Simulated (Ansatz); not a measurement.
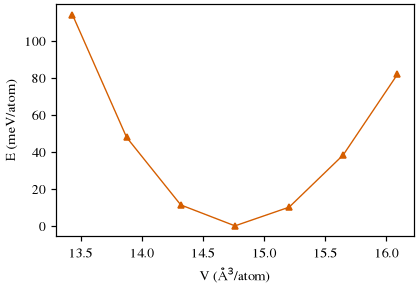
Figure. GeMo₃ (A15 (Cr3Si type), Pm-3n) under volume change, PBEsol (plane waves, PAW; program Ansatz), scaled uniformly.

Problem. What does a third-order Birch–Murnaghan fit give for V₀, B₀ and B′?

Solution. V₀ = 14.76 Å³/atom, B₀ = 257 GPa, B′ = 4.5.

The first step of the workflow began from a Materials Project structure, measured or hypothetical; the Crystallography Open Database copy checked does not list it. Whether it is the stable phase at ambient conditions was not checked. Symmetry was held in the PBEsol relaxation; its stability against distortions is not shown here. No spin polarisation was allowed.

Potentials: the later of the program's two PAW sets.
